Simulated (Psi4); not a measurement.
**CCSD/def2-SVP run of C2F3N (trifluoromethylisocyanide)**

Aim: the vertical ionisation energy of C2F3N (trifluoromethylisocyanide) at CCSD/def2-SVP, from 2 runs. 

The calculation is run with Psi4 1.11.

### Step 1. The system as given

C2F3N has 6 atoms, charge 0, and is taken as a singlet. SMILES: `[C-]#[N+]C(F)(F)F`. The coordinates come from a PBE0-D4/def2-TZVP relaxation.

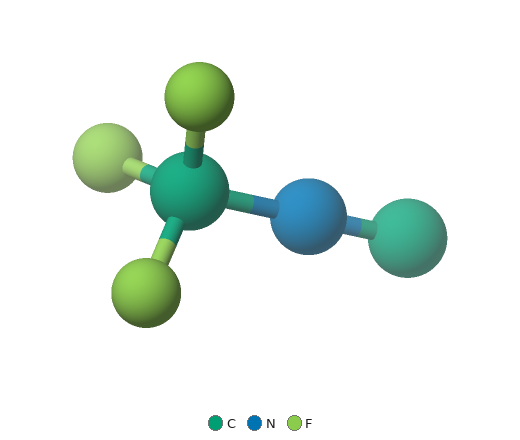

The structure, seen from a chosen angle (carbon teal, nitrogen blue, fluorine green).

### Step 2. The energy at CCSD/def2-SVP

File c2f3n.dat:

```
memory 1600 mb

molecule m {
  0 1
  C      1.60224209    -3.28540225     1.71218636
  N      0.72559814    -1.48685541     0.77529794
  C     -0.32616673     0.66886856    -0.34854109
  F     -2.43991989     0.06999546    -1.54281020
  F      1.28083747     1.65067577    -1.99364216
  F     -0.84259108     2.38271788     1.39750916
  units bohr
  symmetry c1
}

set {
  puream true
  e_convergence 1e-09
  d_convergence 1e-08
  scf_type pk
  num_frozen_docc 6
}

result = energy("ccsd/def2-SVP")
```

On the command line:

```console
$ psi4 -n 1 c2f3n.dat c2f3n.out
```

c2f3n.out:

```text
[...]
  Running in c1 symmetry.
[...]
  Nuclear repulsion =  237.787180708941150
[...]
  Multiplicity = 1
[...]
  Nalpha       = 23
  Nbeta        = 23
[...]
    Number of basis functions: 84
[...]
   @RHF iter   1:  -427.99783803688365   -7.12021e-01   6.74185e-03 DIIS/ADIIS
[...]
   @RHF iter  11:  -428.12551121485581   -1.36424e-12   3.52114e-09 DIIS
[...]
    Orbital Energies [Eh]
    ---------------------
    Doubly Occupied:
       1A    -26.372605     2A    -26.372589     3A    -26.372583
       4A    -15.646636     5A    -11.606635     6A    -11.350798
       7A     -1.765632     8A     -1.658816     9A     -1.658812
      10A     -1.321054    11A     -1.063458    12A     -0.932808
      13A     -0.880335    14A     -0.880333    15A     -0.754948
      16A     -0.754939    17A     -0.716258    18A     -0.707355
      19A     -0.707353    20A     -0.688242    21A     -0.564744
      22A     -0.564739    23A     -0.522091
[...]
  @RHF Final Energy:  -428.12551121485581
   => Energetics <=
    Nuclear Repulsion Energy =            237.7871807089411504
    One-Electron Energy =               -1064.0978606439002760
    Two-Electron Energy =                 398.1851687201033201
    Total Energy =                       -428.1255112148558055
[...]
 Multipole Moments:
 ------------------------------------------------------------------------------------
     Multipole            Electronic (a.u.)      Nuclear  (a.u.)        Total (a.u.)
 ------------------------------------------------------------------------------------
 L = 1.  Multiply by 2.5417464519 to convert [e a0] to [Debye]
 Dipole X            :         -0.8769454            0.7999949           -0.0769505
 Dipole Y            :          1.7978793           -1.6399547            0.1579246
 Dipole Z            :         -0.9370676            0.8548547           -0.0822129
 Magnitude           :                                                    0.1939601
[...]
      * MP2 total energy                      = -429.059317874287672
[...]
      * CCSD total energy                     = -429.077248022256072
[...]
```

Run time: 15 s. Hardware: 1 thread of AMD EPYC 9R45 (Zen 5), shared host; peak memory 0.48 GiB.

### Step 3. The doublet cation, same level

File c2f3n.xyz:

```xyz
6
C2F3N
C      0.847870    -1.738560     0.906050
N      0.383970    -0.786810     0.410270
C     -0.172600     0.353950    -0.184440
F     -1.291150     0.037040    -0.816420
F      0.677790     0.873500    -1.054990
F     -0.445880     1.260880     0.739530
```

File c2f3n.py:

```python
import psi4

psi4.set_memory(1600000000)
psi4.set_num_threads(1)
psi4.set_output_file('psi4.out', False)

with open('c2f3n.xyz') as f:
    atoms = ''.join(f.readlines()[2:])
molecule = psi4.geometry('1 2\n' + atoms + 'symmetry c1')

psi4.set_options({
    'basis': 'def2-SVP',
    'reference': 'uhf',
    'puream': True,
    'e_convergence': 1e-09,
    'd_convergence': 1e-08,
    'scf_type': 'pk',
    'num_frozen_docc': 6,
    'maxiter': 100,
})

energy_value = psi4.energy('ccsd')
print(f'ccsd energy: {energy_value:.10f} Eh')
for k, v in sorted(psi4.core.scalar_variables().items()):
    print(f'{k:45s} {v:18.10f}')
```

On the command line:

```console
$ python c2f3n.py
```

psi4.out:

```text
[...]
  Running in c1 symmetry.
[...]
  Nuclear repulsion =  237.787180612646182
[...]
  Multiplicity = 2
[...]
  Nalpha       = 23
  Nbeta        = 22
[...]
    Number of basis functions: 84
[...]
   @UHF iter   1:  -427.49606561417193   -2.10248e-01   7.52346e-03 DIIS/ADIIS
[...]
   @UHF iter  18:  -427.70031690678991   -3.63798e-12   1.96180e-09 DIIS
[...]
   @S^2 Observed:                1.132184651E+00
[...]
    Orbital Energies [Eh]
    ---------------------
    Alpha Occupied:
       1A    -26.571757     2A    -26.571742     3A    -26.571740
       4A    -15.999407     5A    -11.830550     6A    -11.780604
       7A     -1.964626     8A     -1.854021     9A     -1.854017
      10A     -1.632987    11A     -1.350591    12A     -1.140447
      13A     -1.074919    14A     -1.074916    15A     -1.046107
      16A     -0.948250    17A     -0.948239    18A     -0.913943
      19A     -0.904092    20A     -0.904091    21A     -0.879430
      22A     -0.878297    23A     -0.878293
    Alpha Virtual:
      24A     -0.206971    25A     -0.206967    26A      0.058031
[...]
  @UHF Final Energy:  -427.70031690678991
   => Energetics <=
    Nuclear Repulsion Energy =            237.7871806126461820
    One-Electron Energy =               -1052.7673707012440900
    Two-Electron Energy =                 387.2798731818080569
    Total Energy =                       -427.7003169067899080
  UHF NO Occupations:
  HONO-2 :   21  A 1.9011129
  HONO-1 :   22  A 1.9011059
[...]
 Multipole Moments:
 ------------------------------------------------------------------------------------
     Multipole            Electronic (a.u.)      Nuclear  (a.u.)        Total (a.u.)
 ------------------------------------------------------------------------------------
 L = 1.  Multiply by 2.5417464519 to convert [e a0] to [Debye]
 Dipole X            :          0.5417386            0.7999949            1.3417335
 Dipole Y            :         -1.1109384           -1.6399547           -2.7508931
 Dipole Z            :          0.5789457            0.8548547            1.4338004
 Magnitude           :                                                    3.3798587
[...]
      * MP2 total energy                      = -428.592492426433694
[...]
      * CCSD total energy                     = -428.628982932970416
```

The script printed:

```text
ccsd energy: -428.6289829330 Eh
CC D1 DIAGNOSTIC                                    0.0000000000
CC D2 DIAGNOSTIC                                    0.0000000000
CC NEW D1 DIAGNOSTIC                                0.0000000000
CC T1 DIAGNOSTIC                                    0.0490414397
CCSD CORRELATION ENERGY                            -0.9286660262
CCSD DOUBLES ENERGY                                -0.9286660262
CCSD ITERATIONS                                    28.0000000000
CCSD OPPOSITE-SPIN CORRELATION ENERGY              -0.7057351975
CCSD SAME-SPIN CORRELATION ENERGY                  -0.2229308287
CCSD SINGLES ENERGY                                -0.0000000000
CCSD TOTAL ENERGY                                -428.6289829330
CURRENT CORRELATION ENERGY                         -0.9286660262
CURRENT ENERGY                                   -428.6289829330
CURRENT REFERENCE ENERGY                         -427.7003169068
DD SOLVATION ENERGY                                 0.0000000000
HF KINETIC ENERGY                                 426.7399538555
HF POTENTIAL ENERGY                              -854.4402707623
HF TOTAL ENERGY                                  -427.7003169068
HF VIRIAL RATIO                                     2.0022504643
MP2 CORRELATION ENERGY                             -0.8921755196
MP2 DOUBLES ENERGY                                 -0.8921755196
MP2 OPPOSITE-SPIN CORRELATION ENERGY               -0.6380745074
MP2 SAME-SPIN CORRELATION ENERGY                   -0.2541010122
MP2 SINGLES ENERGY                                 -0.0000000000
MP2 TOTAL ENERGY                                 -428.5924924264
NUCLEAR REPULSION ENERGY                          237.7871806126
ONE-ELECTRON ENERGY                             -1052.7673707012
PCM POLARIZATION ENERGY                             0.0000000000
PE ENERGY                                           0.0000000000
SCF ITERATION ENERGY                             -427.7003169068
SCF ITERATIONS                                     18.0000000000
SCF TOTAL ENERGY                                 -427.7003169068
TWO-ELECTRON ENERGY                               387.2798731818
```

Run time: 57 s. Hardware: 1 thread of AMD EPYC 9R45 (Zen 5), shared host; peak memory 0.58 GiB.

### Step 4. What came out

Level: CCSD/def2-SVP, 6 core orbitals frozen.

| quantity | value |
| --- | --- |
| singlet C2F3N: total energy | -429.07725 Eh |
| singlet C2F3N: HOMO energy (Hartree–Fock orbitals) | -14.21 eV |
| singlet C2F3N: LUMO energy (Hartree–Fock orbitals) | 3.64 eV |
| singlet C2F3N: HOMO–LUMO gap (Hartree–Fock orbitals) | 17.85 eV |
| singlet C2F3N: correlation energy (6 core orbitals frozen) | -951.7 mEh |
| singlet C2F3N: T1 diagnostic | 0.014 |
| doublet cation: total energy | -428.62898 Eh |
| doublet cation: HOMO energy (Hartree–Fock orbitals) (highest over α and β) | -23.90 eV |
| doublet cation: LUMO energy (Hartree–Fock orbitals) (lowest over α and β) | -8.93 eV |
| doublet cation: correlation energy (6 core orbitals frozen) | -928.7 mEh |
| doublet cation: ⟨S²⟩ of the reference determinant | 1.132 |
| doublet cation: T1 diagnostic | 0.049 |
| vertical ionisation energy (to the doublet cation) | 12.198 eV |

**Reading.** Removing an electron at fixed nuclei costs 12.20 eV (281 kcal/mol). ⟨S²⟩ (doublet cation) is 1.13 where a pure doublet has 0.75: the reference is spin-contaminated. The T1 diagnostic (doublet cation) of 0.049 is above the customary mark for such species, so a single reference may not serve.
